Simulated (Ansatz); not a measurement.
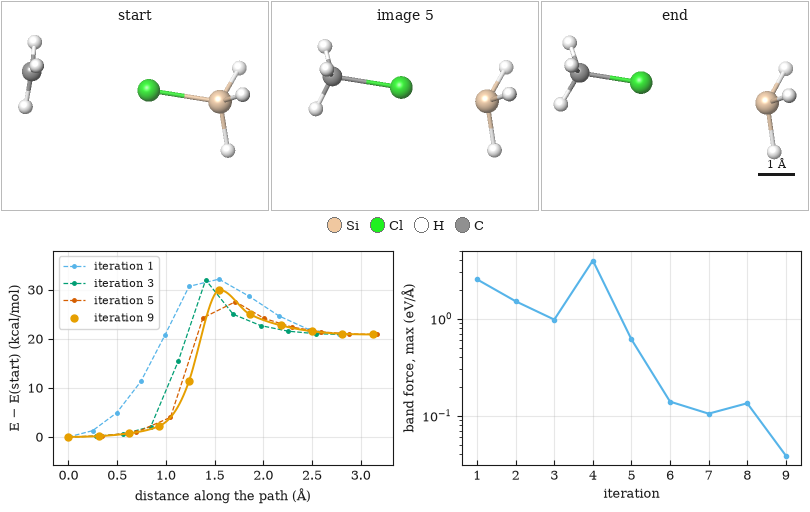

NEB run on CH$_{6}$ClSi (multiplicity 2), made up at the start of SiH3Cl and CH₃. Images are numbered from 0 (start) to 10 (end). The plot follows the band through its iterations. The picture is a ball-and-stick view, seen from a free direction.

All numbers below come from UKS CAM-B3LYP-D4/def2-SVP in Ansatz. Run with 9 movable images; climbing image; force threshold 0.05 eV/Å; iteration limit 60; starting path through a guess of the saddle point.

How did the profile develop, and is the result final?

The result is final at these settings. The band converged in 9 iterations. The largest component of the band force went from 2.5 to 0.039 eV/Å. The climbing image converged on the top of the path. Its vibrational analysis gives one imaginary mode (471i cm⁻¹), as a transition state must have. The first iteration put the highest image at 32.2 kcal/mol. Forward barrier 29.9 kcal/mol, backward barrier 9.0 kcal/mol, with image 5 at the top; the reaction energy is +20.9 kcal/mol.

Limits of the set-up: the start holds two separate molecules, 3.4 Å apart at their closest, whose relative position is a soft coordinate.
